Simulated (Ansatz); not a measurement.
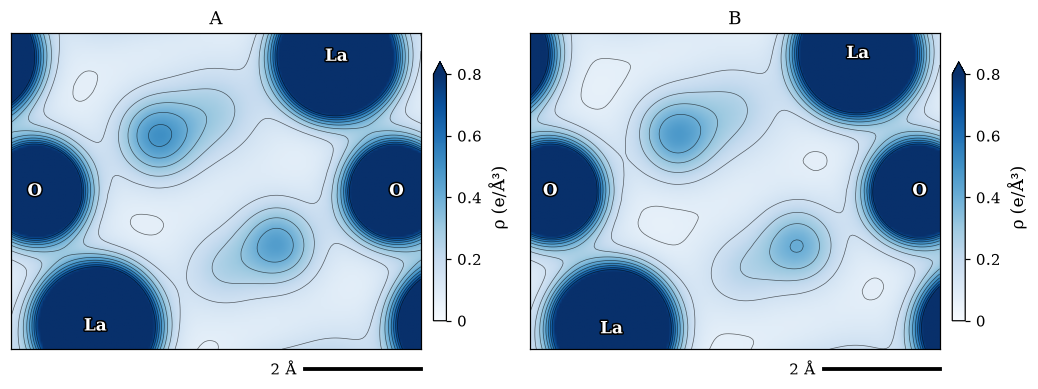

La3NO2. The valence charge density (pseudo) of two cells that differ in size, on the (101̄) plane of each (indices in the axes of the calculation cell), at one length scale and on one colour scale: B has 17.7 Å³ an atom and A 16.6.

Space group Immm; a generated structure, not necessarily the stable one.

These are results of Ansatz, DFT PBE, scalar-relativistic, plane waves, PAW, not measurements.

Core electrons are frozen (PAW), and the valence fields are smoothed inside the atomic spheres.

What changes from the larger cell to the smaller?

From the larger cell to the smaller, La–O goes from 2.61 to 2.55 Å, and the density at its midpoint from 0.3 to 0.34 e/Å³; the pressure goes from 0.0 to 9 GPa.
